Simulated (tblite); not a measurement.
## Geometry relaxation, with input and output: Ga₂HCl₃F₂ (part 1 of 2)

The run: geometry relaxation of Ga₂HCl₃F₂. Method and program: GFN2-xTB geometry optimisation, gas phase (tblite 0.8.0).

It belongs to a series of runs on one base structure; here: H on Ga replaced by Cl.

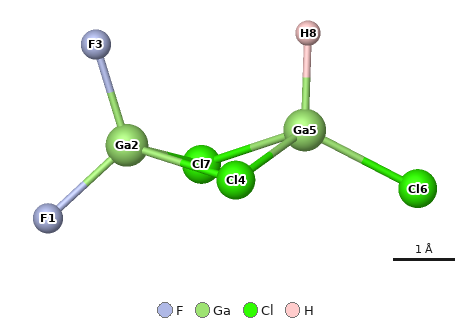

*The input geometry (ball-and-stick view, seen at a tilt; atoms are numbered from 1 in the order of the input). Sticks mark near contacts.*

Bond lengths as drawn: Cl–Ga 2.17 to 2.22 Å, F–Ga 1.78 to 1.80 Å and Ga–H 1.62 Å.

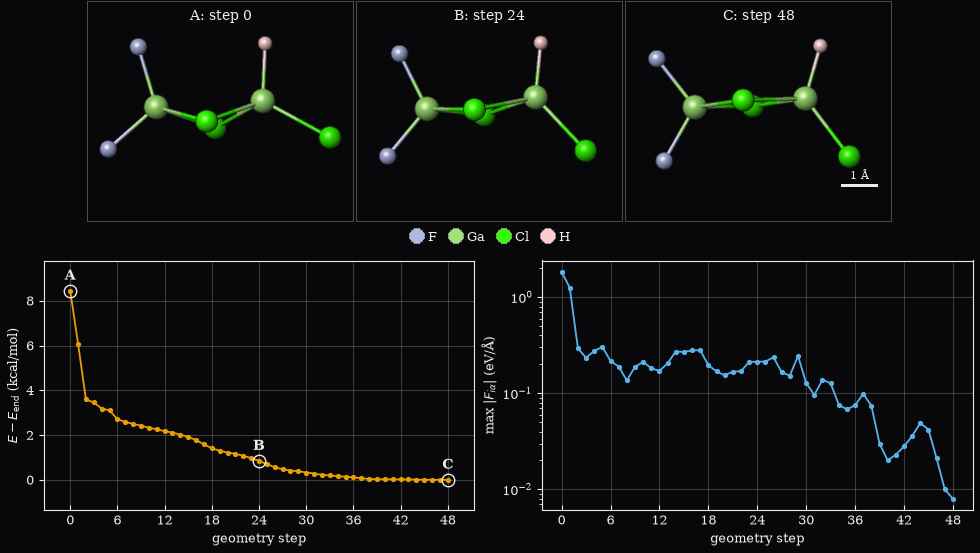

*Frames of the relaxation (ball-and-stick view, seen on its broad side) above the curves, on which the letters mark them (steps are counted from 0).*

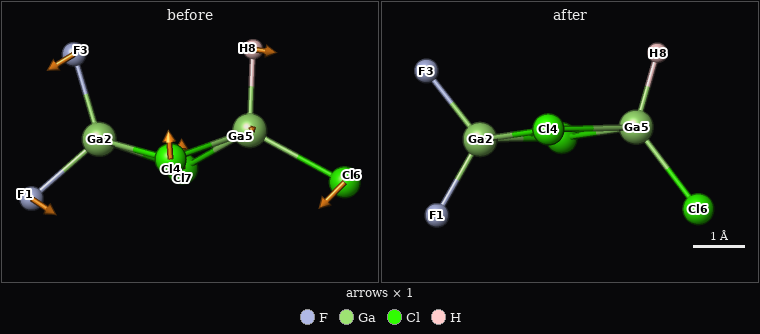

*Before (left) and after (right) the relaxation, at one scale (ball-and-stick view, seen on its broad side). The orange arrows give the displacements, at true length.*

The largest move after the best rigid fit is that of Cl6, 0.75 Å. Largest moves by element: Cl 0.75 Å, F 0.64 Å, H 0.49 Å, Ga 0.15 Å. Among the contacts that change: Cl4–Ga5 2.200 → 2.315 Å, Ga5–Cl6 2.168 → 2.063 Å, Ga5–Cl7 2.210 → 2.316 Å, Ga5–H8 1.624 → 1.543 Å. Among the angles that change: Cl6–Ga5–H8 116.2° → 126.9°, Cl4–Ga2–Cl7 85.7° → 95.0°, Cl7–Ga5–H8 110.2° → 104.2°. After 48 geometry steps the energy has fallen by 8.45 kcal/mol. Largest force component: 1.8 eV/Å at the start, 0.008 eV/Å at the end. (Atoms are counted from 1 in the order of the input.)

These pictures come from the run below.

**Input file**
```
{"job": {"kind": "relax", "xc": "GFN2-xTB", "basis": "xTB"}, "charge": 0, "multiplicity": 1}
F     -2.739700    -1.536200     0.141700
Ga    -1.514400    -0.230800     0.009900
F     -2.191000     1.402100    -0.156900
Cl     0.072700    -0.398200     1.553400
Ga     1.466900     0.240400    -0.024500
Cl     3.466800    -0.594100     0.055100
Cl     0.078700    -0.729200    -1.444900
H      1.369000     1.855400    -0.158500
```

The first line tells a small driver script what to run in tblite; the rest is the geometry in Å.

Run as:
```bash
OMP_NUM_THREADS=1 python <driver script> task.json out
```

**The program's output**
```
step      E/eV     max force
  0    -717.43071    1.922
  1    -717.53349    1.341
  2    -717.64133    0.377
  3    -717.64712    0.241
  4    -717.65887    0.281
  5    -717.66252    0.313
  6    -717.67958    0.219
  7    -717.68465    0.191
  8    -717.68871    0.167
  9    -717.69211    0.211
 10    -717.69593    0.216
 11    -717.69927    0.186
 12    -717.70249    0.182
 13    -717.70551    0.213
 14    -717.70925    0.280
 15    -717.71388    0.282
 16    -717.71991    0.288
 17    -717.72821    0.295
 18    -717.73579    0.240
 19    -717.74073    0.189
 20    -717.74406    0.185
 21    -717.74666    0.168
 22    -717.75042    0.222
 23    -717.75493    0.254
 24    -717.76045    0.240
 25    -717.76651    0.223
 26    -717.77249    0.247
 27    -717.77654    0.173
 28    -717.77898    0.155
 29    -717.78043    0.286
 30    -717.78277    0.130
 31    -717.78473    0.108
 32    -717.78739    0.185
 33    -717.78844    0.165
 34    -717.79007    0.085
 35    -717.79081    0.080
 36    -717.79218    0.089
 37    -717.79383    0.110
 38    -717.79527    0.079
 39    -717.79580    0.033
 40    -717.79591    0.027
 41    -717.79596    0.025
 42    -717.79609    0.028
 43    -717.79629    0.037
 44    -717.79656    0.051
 45    -717.79678    0.045
 46    -717.79690    0.025
 47    -717.79695    0.013
 48    -717.79697    0.009
```

**Trajectory as extended XYZ (Å, eV, eV/Å), 49 frames, from step=0 to step=48**
```
8
Properties=species:S:1:pos:R:3:forces:R:3 step=0 energy=-717.43071
F    -2.7397   -1.5362    0.1417    0.4240   0.4000  -0.0390
Ga   -1.5144   -0.2308    0.0099   -0.7550  -0.0860   0.0300
F    -2.1910    1.4021   -0.1569    0.0860  -0.3900   0.0380
Cl    0.0727   -0.3982    1.5534   -0.2960  -0.0220   0.9900
Ga    1.4669    0.2404   -0.0245    1.8350   0.5690  -0.0600
Cl    3.4668   -0.5941    0.0551   -1.0610   0.3150  -0.0350
Cl    0.0787   -0.7292   -1.4449   -0.2190  -0.1770  -0.9420
H     1.3690    1.8554   -0.1585   -0.0140  -0.6090   0.0180
8
Properties=species:S:1:pos:R:3:forces:R:3 step=1 energy=-717.53349
F    -2.7337   -1.5305    0.1412    0.3040   0.2900  -0.0290
Ga   -1.5252   -0.2320    0.0103   -0.4480  -0.0880   0.0280
F    -2.1898    1.3965   -0.1564    0.0490  -0.3070   0.0290
Cl    0.0685   -0.3985    1.5676   -0.2290   0.0340   0.7270
Ga    1.4931    0.2486   -0.0253    1.2570   0.4650  -0.0420
Cl    3.4516   -0.5896    0.0546   -0.7600   0.1980  -0.0230
Cl    0.0756   -0.7317   -1.4583   -0.1670  -0.0720  -0.7020
H     1.3688    1.8467   -0.1582   -0.0050  -0.5210   0.0120
8
Properties=species:S:1:pos:R:3:forces:R:3 step=2 energy=-717.64133
F    -2.7184   -1.5159    0.1397   -0.0200  -0.0230   0.0020
Ga   -1.5478   -0.2364    0.0117    0.2650  -0.0450   0.0190
F    -2.1873    1.3811   -0.1549   -0.0380  -0.0950   0.0070
Cl    0.0570   -0.3969    1.6041   -0.0950   0.1430   0.1780
Ga    1.5564    0.2719   -0.0274   -0.2350   0.2940  -0.0170
Cl    3.4134   -0.5796    0.0534    0.1940  -0.2150   0.0170
Cl    0.0672   -0.7354   -1.4936   -0.0620   0.1420  -0.1950
H     1.3686    1.8206   -0.1576   -0.0100  -0.2020  -0.0110
8
Properties=species:S:1:pos:R:3:forces:R:3 step=3 energy=-717.64712
F    -2.7184   -1.5159    0.1398   -0.0060  -0.0110   0.0010
Ga   -1.5446   -0.2371    0.0120    0.2340  -0.0530   0.0180
F    -2.1878    1.3795   -0.1548   -0.0340  -0.0970   0.0070
Cl    0.0554   -0.3949    1.6074   -0.0800   0.1450   0.1580
Ga    1.5545    0.2765   -0.0277   -0.1470   0.1690  -0.0060
Cl    3.4154   -0.5824    0.0536    0.1020  -0.1720   0.0140
Cl    0.0661   -0.7335   -1.4971   -0.0500   0.1470  -0.1760
H     1.3684    1.8172   -0.1577   -0.0190  -0.1290  -0.0160
8
Properties=species:S:1:pos:R:3:forces:R:3 step=4 energy=-717.65887
F    -2.7168   -1.5148    0.1397    0.0340   0.0150  -0.0020
Ga   -1.5311   -0.2413    0.0135    0.1380  -0.0680   0.0140
F    -2.1899    1.3706   -0.1541   -0.0220  -0.1000   0.0080
Cl    0.0481   -0.3845    1.6237   -0.0160   0.1540   0.0550
Ga    1.5521    0.2927   -0.0285    0.0370  -0.2760   0.0340
Cl    3.4183   -0.5936    0.0545   -0.1200  -0.0650   0.0050
Cl    0.0614   -0.7238   -1.5145    0.0010   0.1720  -0.0780
H     1.3671    1.8041   -0.1587   -0.0530   0.1670  -0.0370
8
Properties=species:S:1:pos:R:3:forces:R:3 step=5 energy=-717.66252
F    -2.7161   -1.5145    0.1396    0.0530   0.0260  -0.0030
Ga   -1.5251   -0.2433    0.0141    0.0880  -0.0630   0.0120
F    -2.1908    1.3668   -0.1538   -0.0150  -0.1080   0.0090
Cl    0.0459   -0.3794    1.6287    0.0020   0.1490   0.0370
Ga    1.5511    0.2930   -0.0283    0.0630  -0.3040   0.0360
Cl    3.4179   -0.5978    0.0548   -0.1540  -0.0500   0.0050
Cl    0.0601   -0.7185   -1.5201    0.0150   0.1690  -0.0590
H     1.3660    1.8031   -0.1596   -0.0510   0.1810  -0.0370
8
Properties=species:S:1:pos:R:3:forces:R:3 step=6 energy=-717.67958
F    -2.7089   -1.5110    0.1393    0.1360   0.0530  -0.0050
Ga   -1.4892   -0.2574    0.0179   -0.1650  -0.0160  -0.0050
F    -2.1964    1.3405   -0.1517    0.0210  -0.1380   0.0130
Cl    0.0339   -0.3446    1.6588    0.0940   0.1100  -0.0570
Ga    1.5480    0.2854   -0.0255    0.0700  -0.2060   0.0250
Cl    3.4099   -0.6242    0.0569   -0.2170  -0.0270   0.0070
Cl    0.0539   -0.6823   -1.5546    0.0780   0.1350   0.0400
H     1.3579    1.8030   -0.1655   -0.0160   0.0900  -0.0170
8
Properties=species:S:1:pos:R:3:forces:R:3 step=7 energy=-717.68465
F    -2.7036   -1.5086    0.1390    0.1320   0.0260  -0.0030
Ga   -1.4778   -0.2633    0.0193   -0.1900   0.0080  -0.0120
F    -2.1983    1.3273   -0.1507    0.0190  -0.1190   0.0110
Cl    0.0307   -0.3286    1.6700    0.1130   0.0900  -0.0910
Ga    1.5484    0.2784   -0.0239   -0.0090  -0.0590   0.0100
Cl    3.4026   -0.6352    0.0579   -0.1620  -0.0570   0.0120
Cl    0.0527   -0.6653   -1.5680    0.0870   0.1150   0.0750
H     1.3543    1.8047   -0.1682    0.0090  -0.0040  -0.0040
8
Properties=species:S:1:pos:R:3:forces:R:3 step=8 energy=-717.68871
F    -2.6968   -1.5065    0.1388    0.0940  -0.0290   0.0030
Ga   -1.4722   -0.2679    0.0202   -0.1360   0.0240  -0.0140
F    -2.1995    1.3146   -0.1496   -0.0030  -0.0670   0.0060
Cl    0.0306   -0.3140    1.6767    0.1070   0.0680  -0.1080
Ga    1.5479    0.2714   -0.0224   -0.0840   0.0960  -0.0050
Cl    3.3937   -0.6454    0.0589   -0.0880  -0.0950   0.0170
Cl    0.0537   -0.6492   -1.5767    0.0750   0.0910   0.0930
H     1.3516    1.8063   -0.1705    0.0340  -0.0890   0.0090
8
Properties=species:S:1:pos:R:3:forces:R:3 step=9 energy=-717.69211
F    -2.6898   -1.5057    0.1387    0.0450  -0.0880   0.0090
Ga   -1.4709   -0.2707    0.0206   -0.0460   0.0260  -0.0120
F    -2.2004    1.3040   -0.1487   -0.0350   0.0010  -0.0010
Cl    0.0332   -0.3016    1.6786    0.0810   0.0480  -0.1030
Ga    1.5453    0.2670   -0.0213   -0.0940   0.1880  -0.0140
Cl    3.3852   -0.6549    0.0601   -0.0480  -0.1120   0.0190
Cl    0.0562   -0.6352   -1.5804    0.0480   0.0650   0.0860
H     1.3503    1.8065   -0.1721    0.0510  -0.1260   0.0150
8
Properties=species:S:1:pos:R:3:forces:R:3 step=10 energy=-717.69593
F    -2.6812   -1.5070    0.1389   -0.0110  -0.1520   0.0150
Ga   -1.4713   -0.2730    0.0206    0.0630   0.0160  -0.0070
F    -2.2022    1.2927   -0.1478   -0.0780   0.0850  -0.0090
Cl    0.0383   -0.2875    1.6773    0.0360   0.0240  -0.0770
Ga    1.5403    0.2658   -0.0203   -0.0370   0.2120  -0.0170
Cl    3.3745   -0.6674    0.0617   -0.0420  -0.1090   0.0190
Cl    0.0604   -0.6188   -1.5815    0.0070   0.0320   0.0600
H     1.3502    1.8045   -0.1733    0.0630  -0.1090   0.0160
8
Properties=species:S:1:pos:R:3:forces:R:3 step=11 energy=-717.69927
F    -2.6738   -1.5111    0.1393   -0.0360  -0.1820   0.0190
Ga   -1.4715   -0.2744    0.0204    0.1230   0.0020  -0.0010
F    -2.2052    1.2850   -0.1472   -0.1070   0.1370  -0.0140
Cl    0.0438   -0.2753    1.6742   -0.0050   0.0060  -0.0420
Ga    1.5357    0.2692   -0.0199    0.0520   0.1490  -0.0120
Cl    3.3642   -0.6799    0.0635   -0.0620  -0.0890   0.0170
Cl    0.0644   -0.6045   -1.5808   -0.0280   0.0050   0.0240
H     1.3515    1.8004   -0.1740    0.0640  -0.0280   0.0090
8
Properties=species:S:1:pos:R:3:forces:R:3 step=12 energy=-717.70249
F    -2.6671   -1.5184    0.1400   -0.0230  -0.1710   0.0190
Ga   -1.4699   -0.2756    0.0202    0.1100  -0.0070   0.0020
F    -2.2101    1.2803   -0.1469   -0.1130   0.1420  -0.0130
Cl    0.0488   -0.2638    1.6706   -0.0370  -0.0080  -0.0040
Ga    1.5329    0.2758   -0.0198    0.1310   0.0320  -0.0040
Cl    3.3528   -0.6934    0.0656   -0.0770  -0.0700   0.0150
Cl    0.0675   -0.5911   -1.5798   -0.0520  -0.0170  -0.0130
H     1.3542    1.7956   -0.1745    0.0610   0.0980  -0.0020
8
Properties=species:S:1:pos:R:3:forces:R:3 step=13 energy=-717.70551
F    -2.6613   -1.5283    0.1411    0.0200  -0.1260   0.0160
Ga   -1.4663   -0.2770    0.0200    0.0350  -0.0020   0.0030
F    -2.2168    1.2782   -0.1469   -0.0940   0.0990  -0.0080
Cl    0.0525   -0.2531    1.6679   -0.0540  -0.0160   0.0270
Ga    1.5330    0.2827   -0.0198    0.1590  -0.0640   0.0020
Cl    3.3410   -0.7075    0.0678   -0.0650  -0.0650   0.0150
Cl    0.0693   -0.5788   -1.5798   -0.0590  -0.0310  -0.0420
H     1.3577    1.7931   -0.1750    0.0580   0.2050  -0.0130
8
Properties=species:S:1:pos:R:3:forces:R:3 step=14 energy=-717.70925
F    -2.6532   -1.5424    0.1426    0.0840  -0.0590   0.0100
Ga   -1.4608   -0.2789    0.0200   -0.0840   0.0160   0.0010
F    -2.2268    1.2767   -0.1468   -0.0570   0.0210   0.0020
Cl    0.0556   -0.2394    1.6659   -0.0630  -0.0230   0.0540
Ga    1.5360    0.2896   -0.0196    0.1290  -0.1050   0.0010
Cl    3.3251   -0.7267    0.0708   -0.0140  -0.0790   0.0150
Cl    0.0701   -0.5636   -1.5815   -0.0580  -0.0420  -0.0650
H     1.3630    1.7942   -0.1760    0.0630   0.2720  -0.0190
8
Properties=species:S:1:pos:R:3:forces:R:3 step=15 energy=-717.71388
F    -2.6408   -1.5615    0.1448    0.1480   0.0120   0.0040
Ga   -1.4549   -0.2814    0.0201   -0.2030   0.0430  -0.0020
F    -2.2408    1.2740   -0.1467   -0.0120  -0.0690   0.0130
Cl    0.0582   -0.2213    1.6652   -0.0690  -0.0290   0.0680
Ga    1.5421    0.2963   -0.0194    0.0430  -0.0710  -0.0100
Cl    3.3043   -0.7537    0.0751    0.0670  -0.1090   0.0170
Cl    0.0700   -0.5437   -1.5858   -0.0520  -0.0480  -0.0730
H     1.3709    1.8009   -0.1779    0.0780   0.2700  -0.0180
8
Properties=species:S:1:pos:R:3:forces:R:3 step=16 energy=-717.71991
F    -2.6204   -1.5875    0.1478    0.1960   0.0740  -0.0010
Ga   -1.4503   -0.2843    0.0203   -0.2790   0.0710  -0.0060
F    -2.2603    1.2680   -0.1461    0.0290  -0.1490   0.0230
Cl    0.0604   -0.1959    1.6659   -0.0790  -0.0330   0.0610
Ga    1.5511    0.3048   -0.0193   -0.0650   0.0110  -0.0270
Cl    3.2765   -0.7940    0.0814    0.1440  -0.1330   0.0180
Cl    0.0689   -0.5161   -1.5938   -0.0490  -0.0480  -0.0580
H     1.3832    1.8144   -0.1808    0.1050   0.2070  -0.0100
8
Properties=species:S:1:pos:R:3:forces:R:3 step=17 energy=-717.72821
F    -2.5854   -1.6255    0.1525    0.2200   0.1280  -0.0050
Ga   -1.4490   -0.2871    0.0203   -0.2810   0.0880  -0.0100
F    -2.2894    1.2560   -0.1448    0.0570  -0.2060   0.0310
Cl    0.0626   -0.1580    1.6674   -0.1010  -0.0340   0.0270
Ga    1.5635    0.3187   -0.0198   -0.1430   0.0790  -0.0460
Cl    3.2360   -0.8575    0.0913    0.1610  -0.1090   0.0140
Cl    0.0665   -0.4751   -1.6062   -0.0550  -0.0410  -0.0140
H     1.4042    1.8379   -0.1853    0.1420   0.0960   0.0030
8
Properties=species:S:1:pos:R:3:forces:R:3 step=18 energy=-717.73579
F    -2.5463   -1.6617    0.1571    0.1960   0.1390  -0.0060
Ga   -1.4555   -0.2873    0.0199   -0.1650   0.0740  -0.0080
F    -2.3175    1.2421   -0.1431    0.0430  -0.1930   0.0310
Cl    0.0631   -0.1232    1.6678   -0.1250  -0.0290  -0.0250
Ga    1.5754    0.3342   -0.0214   -0.1450   0.0710  -0.0530
Cl    3.1979   -0.9211    0.1014    0.0940  -0.0210   0.0020
Cl    0.0630   -0.4375   -1.6170   -0.0670  -0.0250   0.0440
H     1.4290    1.8638   -0.1894    0.1700  -0.0170   0.0150
8
Properties=species:S:1:pos:R:3:forces:R:3 step=19 energy=-717.74073
F    -2.5283   -1.6717    0.1587    0.1280   0.0850  -0.0010
Ga   -1.4674   -0.2837    0.0192    0.0080   0.0390  -0.0020
F    -2.3260    1.2366   -0.1420   -0.0160  -0.1060   0.0210
Cl    0.0602   -0.1171    1.6655   -0.1280  -0.0160  -0.0570
Ga    1.5797    0.3404   -0.0235   -0.1350   0.0510  -0.0460
Cl    3.1881   -0.9406    0.1047    0.0440   0.0330  -0.0050
Cl    0.0597   -0.4311   -1.6173   -0.0710  -0.0050   0.0700
H     1.4432    1.8767   -0.1900    0.1690  -0.0820   0.0190
8
Properties=species:S:1:pos:R:3:forces:R:3 step=20 energy=-717.74406
F    -2.5201   -1.6702    0.1590    0.0590   0.0160   0.0040
Ga   -1.4761   -0.2797    0.0186    0.1350   0.0070   0.0050
F    -2.3270    1.2340   -0.1412   -0.0750  -0.0120   0.0090
Cl    0.0552   -0.1214    1.6621   -0.1130  -0.0010  -0.0570
Ga    1.5776    0.3422   -0.0258   -0.0830   0.0060  -0.0300
Cl    3.1906   -0.9412    0.1051   -0.0140   0.0770  -0.0100
Cl    0.0563   -0.4356   -1.6132   -0.0640   0.0070   0.0610
H     1.4526    1.8812   -0.1892    0.1540  -0.1010   0.0180
8
Properties=species:S:1:pos:R:3:forces:R:3 step=21 energy=-717.74666
F    -2.5118   -1.6701    0.1594    0.0210  -0.0250   0.0060
Ga   -1.4784   -0.2772    0.0184    0.1680  -0.0070   0.0080
F    -2.3304    1.2307   -0.1403   -0.1050   0.0370   0.0020
Cl    0.0495   -0.1219    1.6590   -0.0870   0.0100  -0.0400
Ga    1.5738    0.3440   -0.0279   -0.0090  -0.0630  -0.0120
Cl    3.1909   -0.9433    0.1056   -0.0780   0.1240  -0.0150
Cl    0.0526   -0.4358   -1.6102   -0.0490   0.0130   0.0350
H     1.4629    1.8830   -0.1886    0.1390  -0.0910   0.0160
```
